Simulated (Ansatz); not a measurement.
Start from Al3BC (space group P6_3/mmc, No. 194; a = 3.485 Å, c = 11.499 Å; a cell from a computed database, its experimental status unchecked). Axes: x lies along a and z along c of the hexagonal cell.

It is then changed as follows: uniaxial stress, 0.5 GPa tension along z; all other stress components relax to zero.

All numbers come from PBEsol in Ansatz (plane waves to 420 eV, PAW, no spin-orbit coupling).

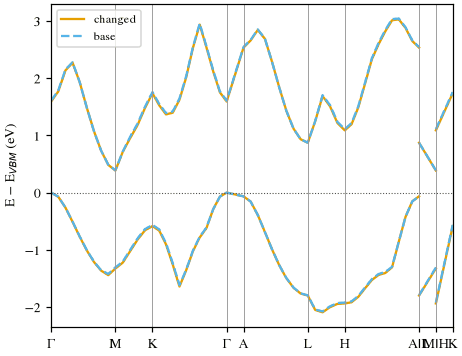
Figure: Highest valence and lowest conduction band along the path, each from its own valence-band maximum

Task: Read the changed gap and its character from the plot.

Result: About 0.4 eV, indirect, Γ → M.

Load acts through the strain it causes; cell and atoms are relaxed under it. Beyond what the load breaks, stability against distortions was not tested.

Ansatz is a first-principles code.
